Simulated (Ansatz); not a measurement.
# SiOF+ (triplet): trial inputs and their diagnosis

3 inputs are run for SiOF+ (triplet) as typed; the log has to tell whether the result can be used and what must change.

Program: Ansatz 0.2.0, Gaussian basis. Level of theory: the settings change from run to run. These are calculated values, not measurements.

32 further runs of the same task are left out: 12 for a known fault of the program, 7 that didn't finish, 13 set aside as unsound or not needed.

**1. The system**

The geometry is a PBE0/def2-TZVP stationary point (not a proven minimum) of the parent state, kept for this charge and spin.

3 atoms, charge 1, spin multiplicity 3.

Atoms are counted from 1 here; the program's logs count them from 0.

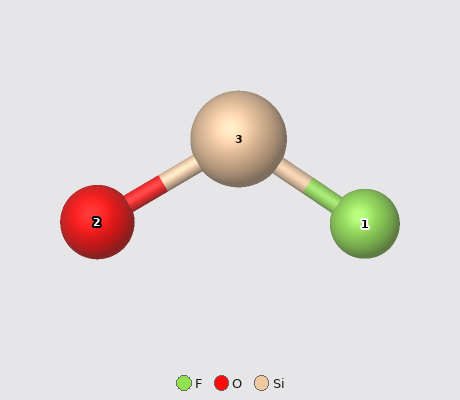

The geometry (fluorine green, oxygen red, silicon light orange); atoms are numbered from 1 in the order of the file.

**2. Try 1**

in.yaml

```yaml
crystal:
  periodic: [false, false, false]
  atoms:
    - {symbol: F, position_ang: [0.000000, 0.390347, 1.310206]}
    - {symbol: O, position_ang: [0.000000, 0.397529, -1.506653]}
    - {symbol: Si, position_ang: [0.000000, -0.490510, -0.027996]}
basis:
  gaussian: {orbitals: 6-31G}
total_charge: 1
magnetization: {spin_polarized: false, initial_magnetization: 2}
hamiltonian: {xc: r2scan}
correlation: {method: fic_mrcisd_q, electrons: valence, active_space: {window: {electrons: 4, orbitals: 4}}}
```

Run with:

```console
ansatz run in.yaml --threads 1 --pin off --events-out ev --progress --plain --max-ram 2393MiB
```

The log of the run:

```text
Error: invalid value for `correlation.active_space`: it starts from restricted Hartree–Fock orbitals; set hamiltonian.xc: hf without magnetization.spin_polarized
```

It took 0.03 s on 1 thread of Arm Neoverse V1, shared host.

Diagnosis: The run was refused. An active space is asked on a functional's orbitals. To mend it, start from Hartree-Fock.

**3. Try 2**

in.yaml

```yaml
crystal:
  periodic: [false, false, false]
  atoms:
    - {symbol: F, position_ang: [0.000000, 0.390347, 1.310206]}
    - {symbol: O, position_ang: [0.000000, 0.397529, -1.506653]}
    - {symbol: Si, position_ang: [0.000000, -0.490510, -0.027996]}
basis:
  gaussian: {orbitals: cc-pVDZ}
total_charge: 1
magnetization: {spin_polarized: false, initial_magnetization: 2}
hamiltonian: {xc: pbe}
correlation: {method: sc_nevpt2, electrons: outside_noble_gas, active_space: {window: {electrons: 4, orbitals: 4}}}
```

The command is unchanged.

The log of the run:

```text
Error: invalid value for `correlation.active_space`: it starts from restricted Hartree–Fock orbitals; set hamiltonian.xc: hf without magnetization.spin_polarized
```

Run time: 0.03 s. Hardware: 1 thread of Arm Neoverse V1, shared host.

What is wrong: The run was refused. An active space is asked on a functional's orbitals. Cure: start from Hartree-Fock.

**4. Try 3**

in.yaml

```yaml
crystal:
  periodic: [false, false, false]
  atoms:
    - {symbol: F, position_ang: [0.000000, 0.390347, 1.310206]}
    - {symbol: O, position_ang: [0.000000, 0.397529, -1.506653]}
    - {symbol: Si, position_ang: [0.000000, -0.490510, -0.027996]}
basis:
  gaussian: {orbitals: cc-pVDZ}
total_charge: 1
magnetization: {spin_polarized: false, initial_magnetization: 8}
correlation: {method: bccd_t, electrons: outside_noble_gas, diis_vectors: 12}
```

Launched as before.

The log of the run, cut to the lines that bear on the results:

```text
Functional definition: HF
  name "HF"
  cite "Fock, Z. Phys. 61, 126 (1930) doi:10.1007/BF01340294"
  parent pbe
[...]
443 factors; integrals over basis functions are off by at most 5.9e-4 eV
[...]
mean field -12571.23678285 eV, -461.9844306793 hartree, gradient 2.6e-9 eV, S^2 20.000000; 9 other end points of the search recorded, 0 dependent functions left out
[...]
determinant -12571.23678285 eV, -461.9844306793 hartree, with singles and doubles -12578.95354056 eV, -462.2680162947 hartree
determinant -12571.22416915 eV, -461.9839671344 hartree, with singles and doubles -12578.96025565 eV, -462.2682630696 hartree
determinant -12569.28139990 eV, -461.9125716812 hartree, with singles and doubles -12576.95044492 eV, -462.1944038877 hartree
determinant -12571.23678285 eV, -461.9844306793 hartree, with singles and doubles -12578.95656977 eV, -462.2681276160 hartree
determinant -12571.22416915 eV, -461.9839671344 hartree, with singles and doubles -12578.96448349 eV, -462.2684184399 hartree
7 core orbitals not correlated: weight in the atoms' cores, before any rotation towards them, 1.000 or more for the frozen orbitals, at most 0.000 for the correlated occupied ones
reference -12571.22416915 eV, -461.9839671344 hartree; 12, 4 occupied and 27, 35 virtual orbitals, 443 factors
second order -6.66832224 eV of doubles, -0.18410740 eV of singles
cycle   1  -7.73407889 eV  change    6.2e-3 eV  update   6.2e-3
[...]
cycle   9  -7.73096236 eV  change   -1.4e-6 eV  update   1.1e-5
perturbative correction -0.10454301 eV, -0.0038418847 hartree
Total energy: -12579.05967451 eV, -462.2719166454 hartree
```

It took 7 s on 1 thread of Arm Neoverse V1, shared host.

Diagnosis: The run converged, which proves nothing about the input. Far too many unpaired electrons are asked for. Its energy belongs to the state of multiplicity 9, not to the triplet that was meant. Fix: set initial_magnetization to that of the wanted state.

**5. Summary**

| try | level | ended | cause | time |
| --- | --- | --- | --- | --- |
| 1 | MRCISD+Q(4,4)/6-31G | refused | an active space is asked on a functional's orbitals | 0.03 s |
| 2 | NEVPT2(4,4)/cc-pVDZ | refused | an active space is asked on a functional's orbitals | 0.03 s |
| 3 | BCCD(T) on ROHF/cc-pVDZ | converged | far too many unpaired electrons are asked for | 7 s |

2 refused, 1 converged. The input that converges on a wrong geometry or spin is the dangerous one: no error points at it, so geometry and ⟨S²⟩ have to be checked.
